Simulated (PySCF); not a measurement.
# F3Ga (SMILES [F][Ga]([F])[F]): what the fields show

The calculation's input:

```
{"job": {"kind": "sp", "xc": "wB97X", "basis": "ma-def2-TZVP", "d3": "d3bj", "grid": 2}, "charge": 0, "multiplicity": 1}
F     -0.943599     1.455075    -0.028435
Ga     0.005481     0.002828    -0.010661
F      1.736305     0.096323     0.072993
F     -0.778167    -1.544092    -0.078773
```

Launched as:

```sh
OMP_NUM_THREADS=1 python redox_run.py task.json out
```

Geometry: PBE0-D3(BJ)/ma-def2-SVP.

Method: DFT single point, gas phase, functional wB97X (PySCF).

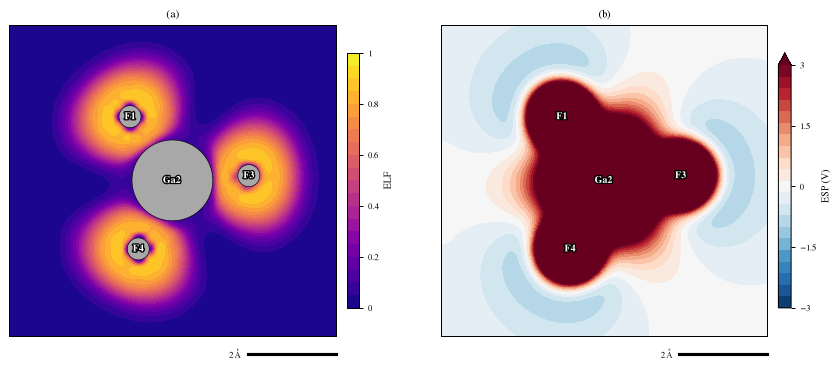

Figure 1. (a) ELF; (b) molecular electrostatic potential on the molecular plane. Grey discs cover the atomic cores in the ELF map.

> What does the map show?

Atoms in the plane: F and Ga. Ga–F (1.73 Å): the ELF peaks at about 0.80 in the valence shell of F, 0.5 Å from its nucleus, and is about 0.15 at the midpoint. The ELF also peaks beside F4, F3 and F1, away from the bonds: lone-pair regions. Outside the dense part of the molecule the potential is most negative (−0.8 V) near F1, F3 and F4.

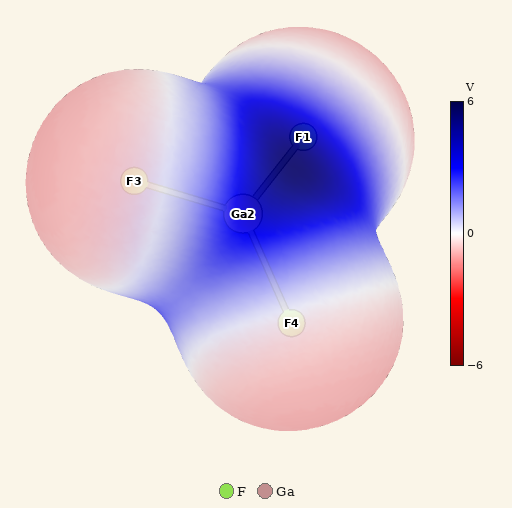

Figure 2. The molecular electrostatic potential painted on the density surface at 0.002 e/bohr³, seen at a tilt; red is negative and blue positive.

> Which sites attract a positive test charge, and which a negative one?

A positive charge is drawn to the negative regions and a negative charge to the positive ones. The most negative region (about −0.8 V, or −18 kcal/mol for a unit charge) lies over F1, F3 and F4, the most positive (about +5.3 V, or +122 kcal/mol for a unit charge) over Ga2.
